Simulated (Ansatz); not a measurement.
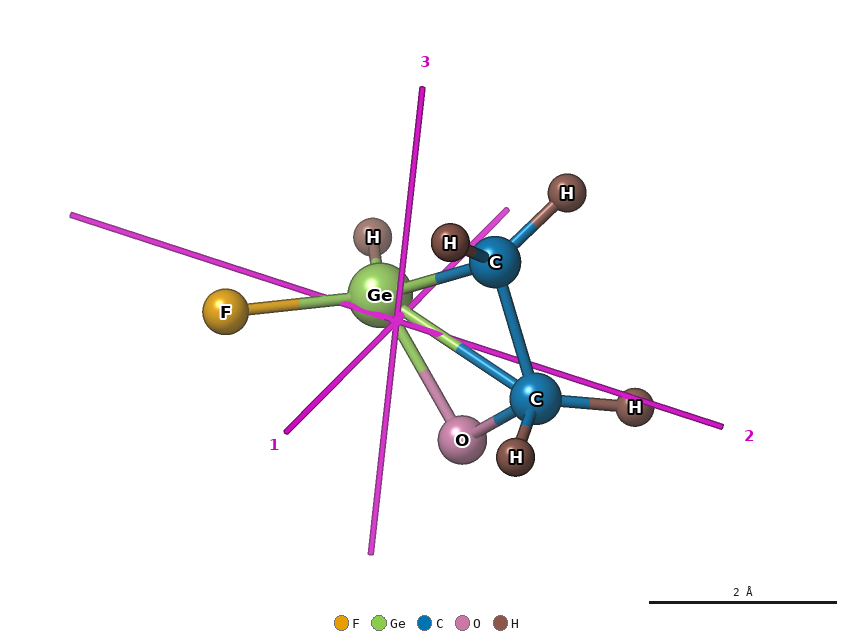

The three principal axes of inertia are drawn and numbered. Distant atoms are faded towards the background colour. The geometry was computed by an optimisation with PBE0-D4/def2-TZVP. No frequency run is at hand to confirm it as a minimum. Masses are those of the most abundant isotopes; constants are for the rigid equilibrium geometry.

### Which line is the a axis (least moment of inertia), which b and which c?

a is line 2, b is line 3, c is line 1; the moments are 76.0, 179, 194 u Å².

### What kind of rotor is it, and what are its rotational constants in cm⁻¹?

An asymmetric top (C1): A = 0.222, B = 0.0941, C = 0.0871 cm⁻¹. Ray's parameter κ is −0.90, close to the prolate limit.
